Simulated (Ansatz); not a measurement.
# BGeH₄ (doublet): one geometry, many settings at distance Ge1–B2 = 1.616 Å

Aim: run BGeH₄ (doublet) at one geometry under a spread of methods and options, and see what each costs and gives.

Computed with Ansatz 0.2.0, Gaussian basis. Level: the settings change from run to run.

19 further runs of the same task are left out: 1 for a mislabelled method, 15 that didn't finish, 3 set aside as unsound or not needed.

### 1 The geometry

The geometry derives from a PBE0/def2-TZVP stationary point (not a proven minimum). One bond is set to the value named and the two fragments are kept rigid. No spin-orbit coupling is included. The filled d shell of Ge may be among the frozen orbitals whatever the setting's name suggests; the logs give the count.

6 atoms, charge 0, spin multiplicity 2.

Atoms are counted from 1 here; the program's logs count them from 0.

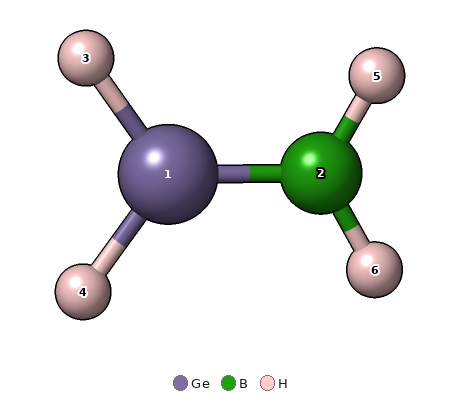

The geometry (germanium purple, boron green, hydrogen pink); atoms are numbered from 1 in the order of the file.

### 2 HF/STO-3G

in.yaml reads:

```yaml
crystal:
  periodic: [false, false, false]
  atoms:
    - {symbol: Ge, position_ang: [0.000000, 0.000000, 0.229907]}
    - {symbol: B, position_ang: [0.000000, 0.000000, -1.386093]}
    - {symbol: H, position_ang: [0.000000, 1.255258, 1.114554]}
    - {symbol: H, position_ang: [0.000000, -1.255258, 1.114554]}
    - {symbol: H, position_ang: [0.000000, 1.042369, -1.965502]}
    - {symbol: H, position_ang: [0.000000, -1.042369, -1.965502]}
basis:
  gaussian: {orbitals: STO-3G, point_charges: [{charge: 0.50, position_ang: [4.567, 0.810, -0.855]}]}
magnetization: {spin_polarized: true, initial_magnetization: 1}
hamiltonian: {xc: hf}
output: {orbitals: {seedname: orbitals}}
```

On the command line:

```bash
$ ansatz run in.yaml --threads 1 --pin off --events-out ev --progress --plain --max-ram 2393MiB
```

Output:

```text
Functional definition: HF
  name "HF"
  cite "Fock, Z. Phys. 61, 126 (1930) doi:10.1007/BF01340294"
  parent pbe
  exchange = exact_x
  correlation = 0
301 factors; integrals over basis functions are off by at most 7.8e-5 eV
mean field evaluation 1: about -56554.3800 eV, gradient 8.4e0 eV
mean field evaluation 2: about -56554.3910 eV, gradient 8.4e0 eV
mean field evaluation 4: about -56555.1238 eV, gradient 6.9e-1 eV
mean field evaluation 8: about -56555.1390 eV, gradient 4.2e-3 eV
mean field -56555.13899551 eV, -2078.3630236351 hartree, gradient 1.6e-5 eV, S^2 0.756939; 0 other end points of the search recorded, 0 dependent functions left out
reference -56555.13899551 eV, -2078.3630236351 hartree; 21, 20 occupied and 6, 7 virtual orbitals, 301 factors
Total energy: -56555.13899551 eV, -2078.3630236351 hartree
```

Wall time 0.36 s (1 thread of Arm Neoverse V1, shared host).

From the report: ⟨S²⟩ of the determinant 0.757 (pure doublet: 0.75).

### 3 CASCI(1,3)/STO-3G

Edit in.yaml of step 2 so:

```diff
@@ -10,5 +10,8 @@
 basis:
-  gaussian: {orbitals: STO-3G, point_charges: [{charge: 0.50, position_ang: [4.567, 0.810, -0.855]}]}
-magnetization: {spin_polarized: true, initial_magnetization: 1}
-hamiltonian: {xc: hf}
-output: {orbitals: {seedname: orbitals}}
+  gaussian: {orbitals: STO-3G, point_charges: [{charge: -0.50, position_ang: [3.852, -0.928, -0.976]}]}
+magnetization: {spin_polarized: false, initial_magnetization: 1}
+hamiltonian: {pseudopotentials: {relativity: none}}
+correlation: {active_space: {window: {electrons: 1, orbitals: 3}, fixed_orbitals: true}}
+accuracy: high
+scf: {lower_state_search: off}
+output: {forces: true}
```

Same command.

Output (excerpt; [...] marks lines left out):

```text
Functional definition: HF
  name "HF"
  cite "Fock, Z. Phys. 61, 126 (1930) doi:10.1007/BF01340294"
  parent pbe
[...]
406 factors; integrals over basis functions are off by at most 5.1e-9 eV
[...]
mean field -56555.20379180 eV, -2078.3654048546 hartree, gradient 4.5e-8 eV, S^2 0.750000; 0 other end points of the search recorded, 0 dependent functions left out
reference -56555.20379180 eV, -2078.3654048546 hartree; 21, 20 occupied and 6, 7 virtual orbitals, 406 factors
state -56555.20379180 eV, -2078.3654048546 hartree
[...]
Total energy: -56555.20379180 eV, -2078.3654048546 hartree
Atom 0 at     0.000000     0.000000     0.229907 Å, force     0.141536    -0.071826     7.885179 eV/Å
Atom 1 at     0.000000     0.000000    -1.386093 Å, force     0.050819     0.011631    -6.123788 eV/Å
Atom 2 at     0.000000     1.255258     1.114554 Å, force    -0.011607    -1.669961    -0.908116 eV/Å
Atom 3 at     0.000000    -1.255258     1.114554 Å, force    -0.028830     1.690322    -0.905571 eV/Å
Atom 4 at     0.000000     1.042369    -1.965502 Å, force    -0.043133    -1.468940    -0.006619 eV/Å
Atom 5 at     0.000000    -1.042369    -1.965502 Å, force    -0.063379     1.486744     0.014601 eV/Å
Dipole moment:     0.040395    -0.013871     0.289770 e Å
Checks for a lower state left out: starts, cluster_reference, orbital_swaps, neighbouring_geometries, increment
```

It took 0.66 s on 1 thread of Arm Neoverse V1, shared host.

From the report: 3 determinants; active occupations 1.00, 0.00, 0.00. With so small a space the active step adds no correlation: the energy is the mean field's.

### 4 HF/cc-pVDZ

in.yaml reads:

```yaml
crystal:
  periodic: [false, false, false]
  atoms:
    - {symbol: Ge, position_ang: [0.000000, 0.000000, 0.229907]}
    - {symbol: B, position_ang: [0.000000, 0.000000, -1.386093]}
    - {symbol: H, position_ang: [0.000000, 1.255258, 1.114554]}
    - {symbol: H, position_ang: [0.000000, -1.255258, 1.114554]}
    - {symbol: H, position_ang: [0.000000, 1.042369, -1.965502]}
    - {symbol: H, position_ang: [0.000000, -1.042369, -1.965502]}
basis:
  gaussian: {orbitals: cc-pVDZ}
magnetization: {spin_polarized: false, initial_magnetization: 1}
hamiltonian: {xc: hf}
accuracy: high
output: {forces: true, orbitals: {seedname: orbitals}}
```

Launched as before.

Output (excerpt; [...] marks lines left out):

```text
Functional definition: HF
  name "HF"
  cite "Fock, Z. Phys. 61, 126 (1930) doi:10.1007/BF01340294"
  parent pbe
[...]
1365 factors; integrals over basis functions are off by at most 4.7e-9 eV
[...]
mean field -57203.96963238 eV, -2102.2071097468 hartree, gradient 3.3e-8 eV, S^2 0.750000; 0 other end points of the search recorded, 0 dependent functions left out
[...]
reference -57203.96963238 eV, -2102.2071097468 hartree; 21, 20 occupied and 40, 41 virtual orbitals, 1365 factors
Total energy: -57203.96963238 eV, -2102.2071097468 hartree
Atom 0 at     0.000000     0.000000     0.229907 Å, force     0.000000     0.000000    14.096364 eV/Å
Atom 1 at     0.000000     0.000000    -1.386093 Å, force    -0.000000     0.000000   -13.656178 eV/Å
Atom 2 at     0.000000     1.255258     1.114554 Å, force    -0.000000    -0.074781     0.178036 eV/Å
Atom 3 at     0.000000    -1.255258     1.114554 Å, force     0.000000     0.074781     0.178036 eV/Å
Atom 4 at     0.000000     1.042369    -1.965502 Å, force     0.000000    -0.066607    -0.398129 eV/Å
Atom 5 at     0.000000    -1.042369    -1.965502 Å, force     0.000000     0.066607    -0.398129 eV/Å
Dipole moment:    -0.000000    -0.000000     0.220428 e Å
```

Wall time 4 s (1 thread of Arm Neoverse V1, shared host).

### 5 CCSD(T) on UHF/cc-pVDZ

Edit in.yaml of step 4 so:

```diff
@@ -10,6 +10,6 @@
 basis:
-  gaussian: {orbitals: cc-pVDZ}
-magnetization: {spin_polarized: false, initial_magnetization: 1}
-hamiltonian: {xc: hf}
+  gaussian: {orbitals: cc-pVDZ, point_charges: [{charge: -1.00, position_ang: [4.082, 0.260, -0.941]}]}
+magnetization: {spin_polarized: true, initial_magnetization: 1}
+correlation: {method: ccsd_t, electrons: outside_noble_gas}
 accuracy: high
-output: {forces: true, orbitals: {seedname: orbitals}}
+scf: {lower_state_search: light}
```

The command is unchanged.

Output (excerpt; [...] marks lines left out):

```text
Functional definition: HF
  name "HF"
  cite "Fock, Z. Phys. 61, 126 (1930) doi:10.1007/BF01340294"
  parent pbe
[...]
1365 factors; integrals over basis functions are off by at most 4.7e-9 eV
[...]
mean field -57204.21779011 eV, -2102.2162293752 hartree, gradient 1.6e-8 eV, S^2 0.757741; 0 other end points of the search recorded, 0 dependent functions left out
15 core orbitals not correlated: weight in the atoms' cores, before any rotation towards them, 0.998 or more for the frozen orbitals, at most 0.001 for the correlated occupied ones
reference -57204.21779011 eV, -2102.2162293752 hartree; 6, 5 occupied and 40, 41 virtual orbitals, 1365 factors
second order -4.64772945 eV of doubles, -0.00000000 eV of singles
cycle   1  -5.40887908 eV  change   -7.6e-1 eV  update   6.1e-2
[...]
cycle  22  -5.67367009 eV  change   5.0e-10 eV  update  6.8e-10
perturbative correction -0.13114787 eV, -0.0048195953 hartree
Total energy: -57210.02260807 eV, -2102.4295525006 hartree
```

Run time: 8 s. Hardware: 1 thread of Arm Neoverse V1, shared host.

From the report: ⟨S²⟩ of the determinant 0.758 (pure doublet: 0.75); correlation -5.8048 eV; T1 0.011; largest double amplitude 0.03.

### 6 BCCD(T) on UHF/def2-mTZVP

Edit in.yaml of step 5 so:

```diff
@@ -10,6 +10,5 @@
 basis:
-  gaussian: {orbitals: cc-pVDZ, point_charges: [{charge: -1.00, position_ang: [4.082, 0.260, -0.941]}]}
+  gaussian: {orbitals: def2-mTZVP, fitting: {mean_field: def2-universal-jkfit}}
 magnetization: {spin_polarized: true, initial_magnetization: 1}
-correlation: {method: ccsd_t, electrons: outside_noble_gas}
-accuracy: high
-scf: {lower_state_search: light}
+correlation: {method: bccd_t, electrons: outside_noble_gas}
+output: {forces: true}
```

Same command.

Output (excerpt; [...] marks lines left out):

```text
Functional definition: HF
  name "HF"
  cite "Fock, Z. Phys. 61, 126 (1930) doi:10.1007/BF01340294"
  parent pbe
[...]
413 factors; integrals over basis functions are off by at most 5.9e-1 eV
[...]
mean field -57204.87939257 eV, -2102.2405428169 hartree, gradient 2.9e-6 eV, S^2 0.757663; 1 other end points of the search recorded, 0 dependent functions left out
determinant -57204.87939257 eV, -2102.2405428169 hartree, with singles and doubles -57209.89851392 eV, -2102.4249921246 hartree
determinant -57201.44281356 eV, -2102.1142508677 hartree, with singles and doubles -57207.07328257 eV, -2102.3211667873 hartree
15 core orbitals not correlated: weight in the atoms' cores, before any rotation towards them, 0.998 or more for the frozen orbitals, at most 0.001 for the correlated occupied ones
reference -57204.87939257 eV, -2102.2405428169 hartree; 6, 5 occupied and 46, 47 virtual orbitals, 413 factors
second order -4.13088567 eV of doubles, -0.00000000 eV of singles
cycle   1  -5.00058846 eV  change   -1.8e-1 eV  update   2.0e-2
[...]
cycle  10  -5.01324105 eV  change    6.7e-7 eV  update   1.0e-6
perturbative correction -0.14918627 eV, -0.0054824942 hartree
[...]
Total energy: -57210.04181989 eV, -2102.4302585217 hartree
Atom 0 at     0.000000     0.000000     0.229907 Å, force     0.000000    -0.000000    13.142317 eV/Å
Atom 1 at     0.000000     0.000000    -1.386093 Å, force    -0.000000    -0.000000   -13.151782 eV/Å
Atom 2 at     0.000000     1.255258     1.114554 Å, force     0.000000     0.214299     0.337932 eV/Å
Atom 3 at     0.000000    -1.255258     1.114554 Å, force     0.000000    -0.214299     0.337932 eV/Å
Atom 4 at     0.000000     1.042369    -1.965502 Å, force    -0.000000    -0.217389    -0.333200 eV/Å
Atom 5 at     0.000000    -1.042369    -1.965502 Å, force    -0.000000     0.217389    -0.333200 eV/Å
Dipole moment:    -0.000000    -0.000000     0.224180 e Å
```

Wall time 12 s (1 thread of Arm Neoverse V1, shared host).

From the report: ⟨S²⟩ of the determinant 0.758 (pure doublet: 0.75); correlation -5.1624 eV; largest double amplitude 0.03.

### 7 MP2 on UHF/6-31G*

Edit in.yaml of step 6 so:

```diff
@@ -10,5 +10,5 @@
 basis:
-  gaussian: {orbitals: def2-mTZVP, fitting: {mean_field: def2-universal-jkfit}}
+  gaussian: {orbitals: "6-31G*"}
 magnetization: {spin_polarized: true, initial_magnetization: 1}
-correlation: {method: bccd_t, electrons: outside_noble_gas}
-output: {forces: true}
+correlation: {method: mp2, electrons: outside_noble_gas}
+accuracy: high
```

The command is unchanged.

Output:

```text
Functional definition: HF
  name "HF"
  cite "Fock, Z. Phys. 61, 126 (1930) doi:10.1007/BF01340294"
  parent pbe
  exchange = exact_x
  correlation = 0
1163 factors; integrals over basis functions are off by at most 4.8e-9 eV
mean field evaluation 1: about -57196.0268 eV, gradient 1.0e1 eV
mean field evaluation 2: about -57196.0657 eV, gradient 1.0e1 eV
mean field evaluation 4: about -57196.9317 eV, gradient 1.7e0 eV
mean field evaluation 8: about -57196.9504 eV, gradient 2.7e-1 eV
mean field evaluation 16: about -57196.9529 eV, gradient 1.5e-8 eV
mean field -57196.95294334 eV, -2101.9492511805 hartree, gradient 1.8e-8 eV, S^2 0.757641; 0 other end points of the search recorded, 0 dependent functions left out
15 core orbitals not correlated: weight in the atoms' cores, before any rotation towards them, 0.998 or more for the frozen orbitals, at most 0.001 for the correlated occupied ones
reference -57196.95294334 eV, -2101.9492511805 hartree; 6, 5 occupied and 37, 38 virtual orbitals, 1163 factors
second order -4.00089408 eV of doubles, -0.00000000 eV of singles
Total energy: -57200.95383742 eV, -2102.0962813260 hartree
```

Run time: 1.7 s. Hardware: 1 thread of Arm Neoverse V1, shared host.

From the report: ⟨S²⟩ of the determinant 0.758 (pure doublet: 0.75).

### 8 MRCISD+Q(3,3)/STO-3G

Edit in.yaml of step 7 so:

```diff
@@ -10,5 +10,5 @@
 basis:
-  gaussian: {orbitals: "6-31G*"}
-magnetization: {spin_polarized: true, initial_magnetization: 1}
-correlation: {method: mp2, electrons: outside_noble_gas}
-accuracy: high
+  gaussian: {orbitals: STO-3G}
+magnetization: {spin_polarized: false, initial_magnetization: 1}
+correlation: {method: fic_mrcisd_q, electrons: valence, active_space: {window: {electrons: 3, orbitals: 3}}}
+scf: {lower_state_search: light}
```

Launched as before.

Output (excerpt; [...] marks lines left out):

```text
Functional definition: HF
  name "HF"
  cite "Fock, Z. Phys. 61, 126 (1930) doi:10.1007/BF01340294"
  parent pbe
[...]
301 factors; integrals over basis functions are off by at most 7.8e-5 eV
[...]
mean field -56555.13344637 eV, -2078.3628197079 hartree, gradient 5.6e-6 eV, S^2 0.750000; 0 other end points of the search recorded, 0 dependent functions left out
reference -56555.13344637 eV, -2078.3628197079 hartree; 21, 20 occupied and 6, 7 virtual orbitals, 301 factors
state -56555.56857131 eV, -2078.3788102543 hartree
contracted CI cycle   1: correlation 0.00000000 eV, 0.0000000000 hartree, residual 1.01e1 eV
contracted CI cycle   2: correlation -2.11746057 eV, -0.0778152407 hartree, residual 2.25e0 eV
contracted CI cycle   3: correlation -2.21478797 eV, -0.0813919566 hartree, residual 6.88e-1 eV
contracted CI cycle   4: correlation -2.22378892 eV, -0.0817227353 hartree, residual 1.75e-1 eV
contracted CI cycle   5: correlation -2.22451617 eV, -0.0817494614 hartree, residual 6.97e-2 eV
contracted CI cycle   6: correlation -2.22462365 eV, -0.0817534113 hartree, residual 2.44e-2 eV
contracted CI cycle   7: correlation -2.22463724 eV, -0.0817539105 hartree, residual 9.42e-3 eV
contracted CI cycle   8: correlation -2.22463917 eV, -0.0817539816 hartree, residual 3.37e-3 eV
contracted CI cycle   9: correlation -2.22463940 eV, -0.0817539902 hartree, residual 1.05e-3 eV
state -56555.56857131 eV, -2078.3788102543 hartree; corrected -56557.91428909 eV, -2078.4650137930 hartree
Total energy: -56557.91428909 eV, -2078.4650137930 hartree
```

It took 0.94 s on 1 thread of Arm Neoverse V1, shared host.

From the report: 5 determinants; active occupations 1.97, 1.00, 0.03.

### 9 CISDT/STO-3G

Edit in.yaml of step 8 so:

```diff
@@ -12,3 +12,3 @@
 magnetization: {spin_polarized: false, initial_magnetization: 1}
-correlation: {method: fic_mrcisd_q, electrons: valence, active_space: {window: {electrons: 3, orbitals: 3}}}
-scf: {lower_state_search: light}
+hamiltonian: {pseudopotentials: {relativity: scalar}}
+correlation: {active_space: {ras: {orbitals: [5, 1, 6], electrons: 11, max_holes: 3, max_particles: 3}, fixed_orbitals: true}}
```

The command is unchanged.

Output:

```text
Functional definition: HF
  name "HF"
  cite "Fock, Z. Phys. 61, 126 (1930) doi:10.1007/BF01340294"
  parent pbe
  exchange = exact_x
  correlation = 0
301 factors; integrals over basis functions are off by at most 7.8e-5 eV
mean field evaluation 1: about -57011.8568 eV, gradient 1.2e1 eV
mean field evaluation 2: about -57011.8675 eV, gradient 1.2e1 eV
mean field evaluation 4: about -57012.5646 eV, gradient 4.2e-1 eV
mean field evaluation 8: about -57012.5670 eV, gradient 9.9e-7 eV
mean field -57012.56697428 eV, -2095.1731917991 hartree, gradient 4.5e-6 eV, S^2 0.750000; 0 other end points of the search recorded, 0 dependent functions left out
reference -57012.56697428 eV, -2095.1731917991 hartree; 21, 20 occupied and 6, 7 virtual orbitals, 301 factors
state -57014.63237085 eV, -2095.2490937229 hartree
Total energy: -57014.63237085 eV, -2095.2490937229 hartree
Relativity: scalar
```

Wall time 1 s (1 thread of Arm Neoverse V1, shared host).

From the report: 6,600 determinants.

### 10 HF/6-31G

Edit in.yaml of step 9 so:

```diff
@@ -10,5 +10,5 @@
 basis:
-  gaussian: {orbitals: STO-3G}
+  gaussian: {orbitals: 6-31G}
 magnetization: {spin_polarized: false, initial_magnetization: 1}
-hamiltonian: {pseudopotentials: {relativity: scalar}}
-correlation: {active_space: {ras: {orbitals: [5, 1, 6], electrons: 11, max_holes: 3, max_particles: 3}, fixed_orbitals: true}}
+hamiltonian: {xc: hf}
+output: {forces: true, orbitals: {seedname: orbitals}}
```

Launched as before.

Output (excerpt; [...] marks lines left out):

```text
Functional definition: HF
  name "HF"
  cite "Fock, Z. Phys. 61, 126 (1930) doi:10.1007/BF01340294"
  parent pbe
[...]
504 factors; integrals over basis functions are off by at most 4.1e-4 eV
[...]
mean field -57195.10730704 eV, -2101.8814252976 hartree, gradient 2.3e-5 eV, S^2 0.750000; 0 other end points of the search recorded, 0 dependent functions left out
[...]
reference -57195.10730704 eV, -2101.8814252976 hartree; 21, 20 occupied and 25, 26 virtual orbitals, 504 factors
Total energy: -57195.10730704 eV, -2101.8814252976 hartree
Atom 0 at     0.000000     0.000000     0.229907 Å, force    -0.000000     0.000000    13.751799 eV/Å
Atom 1 at     0.000000     0.000000    -1.386093 Å, force     0.000000    -0.000000   -13.435253 eV/Å
Atom 2 at     0.000000     1.255258     1.114554 Å, force    -0.000000    -0.076859     0.139466 eV/Å
Atom 3 at     0.000000    -1.255258     1.114554 Å, force     0.000000     0.076859     0.139466 eV/Å
Atom 4 at     0.000000     1.042369    -1.965502 Å, force     0.000000    -0.418643    -0.297739 eV/Å
Atom 5 at     0.000000    -1.042369    -1.965502 Å, force     0.000000     0.418643    -0.297739 eV/Å
Dipole moment:     0.000000    -0.000000     0.157216 e Å
```

Run time: 1.1 s. Hardware: 1 thread of Arm Neoverse V1, shared host.

### 11 The runs in one table

Where basis and cores are those of an earlier UCCSDT(Q)/cc-pVDZ run (-57209.8779 eV), and the state is the same kind, the miss against it is given.

```
                                         level         correlated  functions  energy (eV)  from UCCSDT(Q) (meV)    time
             HF/STO-3G (beside a point charge)                            27  -56555.1390                        0.36 s
     CASCI(1,3)/STO-3G (beside a point charge)                            27  -56555.2038                        0.66 s
                                    HF/cc-pVDZ                            61  -57203.9696                5908.3     4 s
CCSD(T) on UHF/cc-pVDZ (beside a point charge)  outside noble gas         61  -57210.0226                           8 s
                     BCCD(T) on UHF/def2-mTZVP  outside noble gas         67  -57210.0418                          12 s
                             MP2 on UHF/6-31G*  outside noble gas         58  -57200.9538                         1.7 s
                          MRCISD+Q(3,3)/STO-3G            valence         27  -56557.9143                        0.94 s
                 CISDT/STO-3G (relativity set)  outside noble gas         27  -57014.6324                           1 s
                                      HF/6-31G                            46  -57195.1073                         1.1 s
```

### 12 Outcome

| quantity | value |
| --- | --- |
| runs | 9 |
| quickest | HF/STO-3G (beside a point charge), 0.36 s |
| slowest | BCCD(T) on UHF/def2-mTZVP, 12 s |

What this shows: Total energies in different bases, with other cores or another treatment of relativity can't be set against each other. BCCD(T) on UHF/def2-mTZVP took 32 times as long as HF/STO-3G (beside a point charge); the jobs differ in more than the method. Hartree-Fock, CASSCF and CASCI lack dynamic correlation by design.
